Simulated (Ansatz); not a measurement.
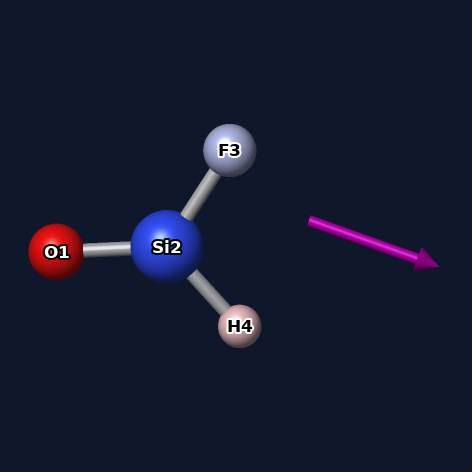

The arrow beside the molecule shows the direction of the dipole moment, from the negative to the positive end (its length means nothing). The computed structure is the end point of a PBE-D4/def2-SVP optimisation. No frequency run is at hand to confirm it as a minimum. Level of theory: RKS PBE-D4/def2-SVP (Ansatz 0.2.0).

Q: How large is the dipole moment?

A: 2.74 D; it points from the side of O1 to the side of H4 (the outermost atoms at the two ends).
